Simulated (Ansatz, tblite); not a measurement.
**SiCl3(NHEt) (C₂H₆Cl₃NSi): one state, many levels**

How do method and basis change the picture of SiCl3(NHEt) (C₂H₆Cl₃NSi) (singlet)?

Program: Ansatz 0.2.0, Gaussian basis. Level of theory: as each input shows. These are calculated values, not measurements.

Levels to be run: GFN1-xTB, GFN2-xTB, PBE-D4/def2-TZVP, r2SCAN-D4/def2-TZVP, ωB97X-V/def2-TZVP, HF/def2-TZVP, LC-ωPBE/def2-TZVP, PBE-D4/def2-SVP, PBE0-D4/def2-SVP, HF/STO-3G, CCSD(T)/def2-SVP, MP2/def2-TZVP.

2 further runs of the same task are left out: 2 set aside as unsound or not needed. Runs told in other sessions of the task aren't counted.

**1. The geometry**

The geometry is that of the singlet, from an earlier relaxation (r2SCAN-D4/def2-SVP).

13 atoms, charge 0, spin multiplicity 1.

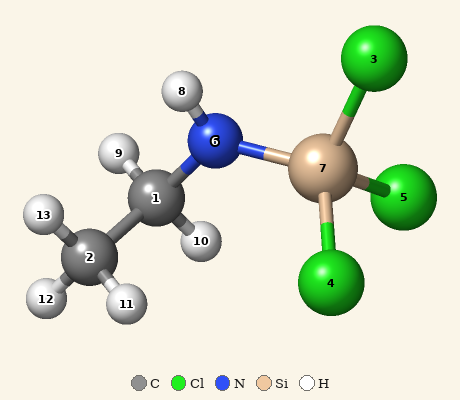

The structure; carbon grey, chlorine green, nitrogen blue, silicon light orange, hydrogen white; atoms are numbered from 1 in the order of the file.

PBE0-D4/def2-TZVP was run before; its log isn't repeated, and its numbers join the tables.

**2. GFN1-xTB**

Tight binding, by tblite at 300 K electronic temperature and without a spin-polarisation term:

```python
tblite.interface.Calculator('GFN1-xTB', numbers, positions, charge=0, uhf=0).singlepoint()
```

Energy -694.2277 eV, HOMO -11.05 eV, LUMO -4.12 eV; 0.009 s.

**3. GFN2-xTB**

Tight binding, by tblite at 300 K electronic temperature and without a spin-polarisation term:

```python
tblite.interface.Calculator('GFN2-xTB', numbers, positions, charge=0, uhf=0).singlepoint()
```

Energy -701.7908 eV, HOMO -11.15 eV, LUMO -5.06 eV; 0.009 s.

**4. PBE-D4/def2-TZVP**

start.molden holds the orbitals of an earlier run on this state, given as this run's starting guess.

in.yaml reads:

```yaml
crystal:
  periodic: [false, false, false]
  atoms:
    - {symbol: C, position_ang: [-0.737401, -0.381430, -0.634292]}
    - {symbol: C, position_ang: [0.250349, -1.460389, -1.061191]}
    - {symbol: Cl, position_ang: [0.227790, 1.753322, 3.157552]}
    - {symbol: Cl, position_ang: [2.381544, 1.408524, 0.637762]}
    - {symbol: Cl, position_ang: [-0.365702, 3.133931, 0.131077]}
    - {symbol: N, position_ang: [-0.516415, 0.113842, 0.722458]}
    - {symbol: Si, position_ang: [0.375412, 1.496513, 1.128046]}
    - {symbol: H, position_ang: [-0.673729, -0.569112, 1.459926]}
    - {symbol: H, position_ang: [-1.773615, -0.756416, -0.713038]}
    - {symbol: H, position_ang: [-0.680172, 0.481456, -1.319886]}
    - {symbol: H, position_ang: [1.282996, -1.079805, -1.028478]}
    - {symbol: H, position_ang: [0.037754, -1.804351, -2.086054]}
    - {symbol: H, position_ang: [0.191190, -2.336064, -0.393862]}
basis:
  gaussian: {orbitals: def2-TZVP, initial_orbitals: start.molden}
hamiltonian: {xc: pbe, dispersion: d4}
scf: {omitted_lower_state_checks: [starts]}
output: {forces: true, orbitals: {seedname: orbitals}}
```

The run is started by

```bash
$ ansatz run in.yaml --threads 4 --pin off --events-out ev --progress --plain --max-ram 4787MiB
```

What it wrote:

```text
Functional definition: PBE
  name "PBE"
  cite "Perdew, Burke & Ernzerhof, Phys. Rev. Lett. 77, 3865 (1996) doi:10.1103/PhysRevLett.77.3865"
  parent pbe
  parameter kappa = 0.804
  parameter beta = 0.06672455060314922
  exchange = pbe_x(kappa = kappa, mu = beta*pi^2/3)
  correlation = pbe_c(beta = beta)
these checks for a lower state are left out or cut short: starts
1799 factors; their error is unknown
mean field evaluation 1: about -49091.2907 eV, gradient 1.7e1 eV
mean field evaluation 2: about -49091.4484 eV, gradient 2.1e-1 eV
mean field evaluation 4: about -49091.4113 eV, gradient 6.6e-4 eV
mean field -49091.41130389 eV, -1804.0760900643 hartree, gradient 1.5e-5 eV, S^2 0.000000; 0 other end points of the search recorded, 0 dependent functions left out
the calculation of the forces begins
reference -49091.41135313 eV, -1804.0760918738 hartree; 45, 45 occupied and 232, 232 virtual orbitals, 1799 factors
Total energy: -49091.86080240 eV, -1804.0926088297 hartree
Atom 0 at    -0.737401    -0.381430    -0.634292 Å, force    -0.117216     0.042025    -0.145606 eV/Å
Atom 1 at     0.250349    -1.460389    -1.061191 Å, force     0.101548    -0.097896    -0.026258 eV/Å
Atom 2 at     0.227790     1.753322     3.157552 Å, force     0.004665    -0.008464    -0.047121 eV/Å
Atom 3 at     2.381544     1.408524     0.637762 Å, force    -0.053267     0.018184     0.009764 eV/Å
Atom 4 at    -0.365702     3.133931     0.131077 Å, force     0.024562    -0.045276     0.024168 eV/Å
Atom 5 at    -0.516415     0.113842     0.722458 Å, force     0.000539     0.075906     0.114686 eV/Å
Atom 6 at     0.375412     1.496513     1.128046 Å, force     0.020411     0.020002     0.022639 eV/Å
Atom 7 at    -0.673729    -0.569112     1.459926 Å, force     0.009188     0.003555    -0.004629 eV/Å
Atom 8 at    -1.773615    -0.756416    -0.713038 Å, force     0.050188     0.011759     0.015378 eV/Å
Atom 9 at    -0.680172     0.481456    -1.319886 Å, force     0.014597    -0.057631     0.040426 eV/Å
Atom 10 at     1.282996    -1.079805    -1.028478 Å, force    -0.059401    -0.030321    -0.009786 eV/Å
Atom 11 at     0.037754    -1.804351    -2.086054 Å, force     0.004554     0.019934     0.043508 eV/Å
Atom 12 at     0.191190    -2.336064    -0.393862 Å, force    -0.000369     0.048224    -0.037168 eV/Å
Dipole moment:    -0.223878    -0.478964    -0.152976 e Å
Checks for a lower state left out: starts
```

Wall time 4.4 s (4 threads of Arm Neoverse V2, shared host).

Report: HOMO -6.22 eV, LUMO -0.97 eV.

**5. r2SCAN-D4/def2-TZVP**

in.yaml, as its differences from that of step 4:

```diff
@@ -18,4 +18,4 @@
   gaussian: {orbitals: def2-TZVP, initial_orbitals: start.molden}
-hamiltonian: {xc: pbe, dispersion: d4}
+hamiltonian: {xc: r2scan, dispersion: d4}
 scf: {omitted_lower_state_checks: [starts]}
-output: {forces: true, orbitals: {seedname: orbitals}}
+output: {orbitals: {seedname: orbitals}}
```

Same command.

What it wrote:

```text
Functional definition: r2SCAN
  name "r2SCAN"
  cite "Furness, Kaplan, Ning, Perdew & Sun, J. Phys. Chem. Lett. 11, 8208 (2020) doi:10.1021/acs.jpclett.0c02405"
  cite "Furness, Kaplan, Ning, Perdew & Sun, J. Phys. Chem. Lett. 11, 9248 (2020) doi:10.1021/acs.jpclett.0c03077"
  parent r2scan
  parameter k0 = 0.174
  parameter k1 = 0.065
  parameter a1 = 4.9479
  exchange = r2scan_x(k0 = k0, k1 = k1, a1 = a1)
  correlation = r2scan_c
these checks for a lower state are left out or cut short: starts
1799 factors; their error is unknown
mean field evaluation 1: about -49110.4445 eV, gradient 1.2e1 eV
mean field evaluation 2: about -49110.4929 eV, gradient 8.4e-2 eV
mean field evaluation 4: about -49110.4563 eV, gradient 3.2e-4 eV
mean field -49110.45626701 eV, -1804.7759795497 hartree, gradient 2.2e-5 eV, S^2 0.000000; 0 other end points of the search recorded, 0 dependent functions left out
reference -49110.45627977 eV, -1804.7759800188 hartree; 45, 45 occupied and 232, 232 virtual orbitals, 1799 factors
Total energy: -49110.57140260 eV, -1804.7802107045 hartree
Checks for a lower state left out: starts
```

Wall time 8.5 s (4 threads of Arm Neoverse V2, shared host).

HOMO -6.52 eV, LUMO -0.57 eV.

**6. ωB97X-V/def2-TZVP**

in.yaml, as its differences from that of step 5:

```diff
@@ -18,3 +18,3 @@
   gaussian: {orbitals: def2-TZVP, initial_orbitals: start.molden}
-hamiltonian: {xc: r2scan, dispersion: d4}
+hamiltonian: {xc: {name: wB97X-V}}
 scf: {omitted_lower_state_checks: [starts]}
```

Launched as before.

What it wrote:

```text
Functional definition: wB97X-V
  name "wB97X-V"
  cite "Mardirossian & Head-Gordon, Phys. Chem. Chem. Phys. 16, 9904 (2014) doi:10.1039/C3CP54374A"
  cite "Becke, J. Chem. Phys. 107, 8554 (1997) doi:10.1063/1.475007"
  cite "Vydrov & Van Voorhis, J. Chem. Phys. 133, 244103 (2010) doi:10.1063/1.3521275"
  parameter omega = 0.3/bohr
  parameter cx = 0.167
  parameter cx1 = 0.603
  parameter cx2 = 1.194
  parameter css0 = 0.556
  parameter css1 = -0.257
  parameter cos0 = 1.219
  parameter cos1 = -1.850
  parameter b = 6.0
  parameter c = 0.01
  exchange = spin_sum(e_x_unif_sr(omega)*poly(b97_u_x, 1 - cx, cx1, cx2)) + cx*exact_x_sr(omega) + exact_x_lr(omega)
  correlation = spin_sum(e_c_pw_same_spin*poly(b97_u_same, css0, css1))
      + integral(e_c_pw_opposite_spin*poly(b97_u_opposite, cos0, cos1)) + vv10(b, c)
these checks for a lower state are left out or cut short: starts
1820 factors; their error is unknown
407 factors; integrals over basis functions are off by at most 1.9e-5 eV
mean field evaluation 1: about -49107.7725 eV, gradient 8.2e0 eV
mean field evaluation 2: about -49107.8509 eV, gradient 1.1e-1 eV
mean field evaluation 4: about -49107.9383 eV, gradient 3.1e-4 eV
mean field -49107.93826913 eV, -1804.6834448345 hartree, gradient 1.6e-5 eV, S^2 0.000000; 0 other end points of the search recorded, 0 dependent functions left out
reference -49107.93826692 eV, -1804.6834447531 hartree; 45, 45 occupied and 232, 232 virtual orbitals, 1820 factors
Total energy: -49107.93826692 eV, -1804.6834447531 hartree
Checks for a lower state left out: starts
```

Wall time 15 s (4 threads of Arm Neoverse V2, shared host); peak memory 1.3 GiB.

HOMO -10.05 eV, LUMO 2.28 eV.

**7. HF/def2-TZVP**

in.yaml, as its differences from that of step 6:

```diff
@@ -18,3 +18,3 @@
   gaussian: {orbitals: def2-TZVP, initial_orbitals: start.molden}
-hamiltonian: {xc: {name: wB97X-V}}
+hamiltonian: {xc: hf}
 scf: {omitted_lower_state_checks: [starts]}
```

Launched as before.

What it wrote:

```text
Functional definition: HF
  name "HF"
  cite "Fock, Z. Phys. 61, 126 (1930) doi:10.1007/BF01340294"
  parent pbe
  exchange = exact_x
  correlation = 0
these checks for a lower state are left out or cut short: starts
2186 factors; their error is unknown
mean field evaluation 1: about -49017.0333 eV, gradient 4.7e1 eV
mean field evaluation 2: about -49018.1800 eV, gradient 1.4e0 eV
mean field evaluation 4: about -49018.8411 eV, gradient 7.1e-1 eV
mean field -49018.84147247 eV, -1801.4091979490 hartree, gradient 1.4e-5 eV, S^2 0.000000; 0 other end points of the search recorded, 0 dependent functions left out
reference -49018.84147247 eV, -1801.4091979490 hartree; 45, 45 occupied and 232, 232 virtual orbitals, 2186 factors
Total energy: -49018.84147247 eV, -1801.4091979490 hartree
Checks for a lower state left out: starts
```

Wall time 5 s (4 threads of Arm Neoverse V2, shared host); peak memory 1.2 GiB.

Report: HOMO -11.02 eV, LUMO 3.38 eV.

**8. LC-ωPBE/def2-TZVP**

in.yaml, as its differences from that of step 7:

```diff
@@ -18,3 +18,3 @@
   gaussian: {orbitals: def2-TZVP, initial_orbitals: start.molden}
-hamiltonian: {xc: hf}
+hamiltonian: {xc: {name: LC-wPBE}}
 scf: {omitted_lower_state_checks: [starts]}
```

Same command.

What it wrote:

```text
Functional definition: LC-wPBE
  name "LC-wPBE"
  cite "Vydrov & Scuseria, J. Chem. Phys. 125, 234109 (2006) doi:10.1063/1.2409292"
  cite "Heyd & Scuseria, J. Chem. Phys. 120, 7274 (2004) doi:10.1063/1.1668634"
  cite "Ernzerhof & Perdew, J. Chem. Phys. 109, 3313 (1998) doi:10.1063/1.476928"
  cite "Perdew, Burke & Ernzerhof, Phys. Rev. Lett. 77, 3865 (1996) doi:10.1103/PhysRevLett.77.3865"
  parent pbe
  parameter omega = 0.4/bohr
  exchange = pbe_x_sr(omega) + exact_x_lr(omega)
  correlation = pbe_c
these checks for a lower state are left out or cut short: starts
1799 factors; their error is unknown
521 factors; integrals over basis functions are off by at most 3.8e-5 eV
mean field evaluation 1: about -49100.6033 eV, gradient 1.6e1 eV
mean field evaluation 2: about -49100.8004 eV, gradient 2.8e-1 eV
mean field evaluation 4: about -49100.7750 eV, gradient 8.0e-4 eV
mean field -49100.77501793 eV, -1804.4202002083 hartree, gradient 2.1e-5 eV, S^2 0.000000; 0 other end points of the search recorded, 0 dependent functions left out
reference -49100.77501794 eV, -1804.4202002086 hartree; 45, 45 occupied and 232, 232 virtual orbitals, 1799 factors
Total energy: -49100.77501794 eV, -1804.4202002086 hartree
Checks for a lower state left out: starts
```

Wall time 4.9 s (4 threads of Arm Neoverse V2, shared host); peak memory 0.72 GiB.

Report: HOMO -10.42 eV, LUMO 2.44 eV.

**9. PBE-D4/def2-SVP**

in.yaml, as its differences from that of step 8:

```diff
@@ -17,4 +17,4 @@
 basis:
-  gaussian: {orbitals: def2-TZVP, initial_orbitals: start.molden}
-hamiltonian: {xc: {name: LC-wPBE}}
+  gaussian: {orbitals: def2-SVP, initial_orbitals: start.molden}
+hamiltonian: {xc: pbe, dispersion: d4}
 scf: {omitted_lower_state_checks: [starts]}
```

Same command.

What it wrote:

```text
Functional definition: PBE
  name "PBE"
  cite "Perdew, Burke & Ernzerhof, Phys. Rev. Lett. 77, 3865 (1996) doi:10.1103/PhysRevLett.77.3865"
  parent pbe
  parameter kappa = 0.804
  parameter beta = 0.06672455060314922
  exchange = pbe_x(kappa = kappa, mu = beta*pi^2/3)
  correlation = pbe_c(beta = beta)
these checks for a lower state are left out or cut short: starts
1617 factors; their error is unknown
mean field evaluation 1: about -49071.1219 eV, gradient 1.1e1 eV
mean field evaluation 2: about -49071.3911 eV, gradient 2.2e-1 eV
mean field evaluation 4: about -49071.2853 eV, gradient 3.5e-4 eV
mean field -49071.28534438 eV, -1803.3364746939 hartree, gradient 2.1e-5 eV, S^2 0.000000; 0 other end points of the search recorded, 0 dependent functions left out
reference -49071.28538012 eV, -1803.3364760074 hartree; 45, 45 occupied and 99, 99 virtual orbitals, 1617 factors
Total energy: -49071.73482938 eV, -1803.3529929633 hartree
Checks for a lower state left out: starts
```

It took 1.8 s on 4 threads of Arm Neoverse V2, shared host.

Report: HOMO -6.06 eV, LUMO -0.53 eV.

(Part 1 of 2 ends here.)
